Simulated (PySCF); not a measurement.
Molecule: Si₃NH₉S, SMILES [SiH3]N[SiH2]S[SiH3].

```xyz
14

Si    -2.9696     0.4803     0.2839
N     -1.3393    -0.0649     0.5877
Si    -0.0140    -0.2133    -0.5112
S      1.5617     1.1754    -0.0043
Si     3.2306    -0.1761    -0.0567
H     -3.2966     1.7089     1.0717
H     -3.9758    -0.5660     0.6461
H     -3.0699     0.7795    -1.1732
H     -1.1110    -0.2545     1.5616
H     -0.5458     0.0782    -1.8701
H      0.6074    -1.5741    -0.4742
H      4.4351     0.6502     0.2394
H      3.0910    -1.2515     0.9704
H      3.3833    -0.8172    -1.3970
```

GIAO shifts, PBE0/pcSseg-1 (IEF-PCM dichloromethane) with PySCF, at a PBE0-D3(BJ)/def2-SVP geometry (no frequency check), against CS₂ for ³³S and TMS for ²⁹Si computed at the same level. fully decoupled, line heights follow the number of nuclei, widths are arbitrary (no quadrupolar broadening); values of one conformer, averaged over methyl-type rotors and exact or near symmetry; other conformers aren't averaged in.

Q: Which ³³S signals does it give?

A: 1 signal.


```
δ (ppm)  nuclei  atoms
 −303.8       1     S4
```

Q: How many ²⁹Si lines appear, and where?

A: 3 signals.


```csv
δ (ppm),nuclei,atoms
−11.3,1,Si3
−48.6,1,Si1
−51.0,1,Si5
```

The order of signals that lie close, as those under 3 ppm apart, is within the error of the method.

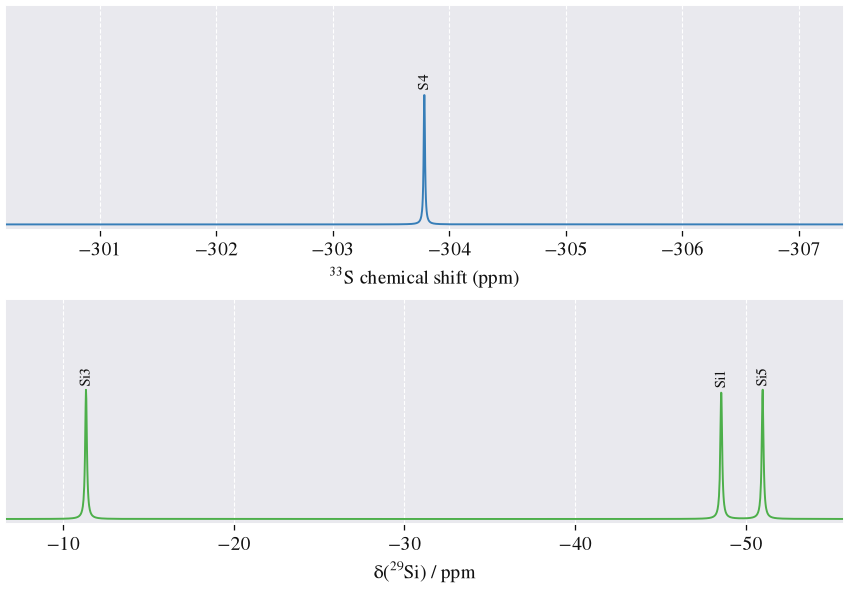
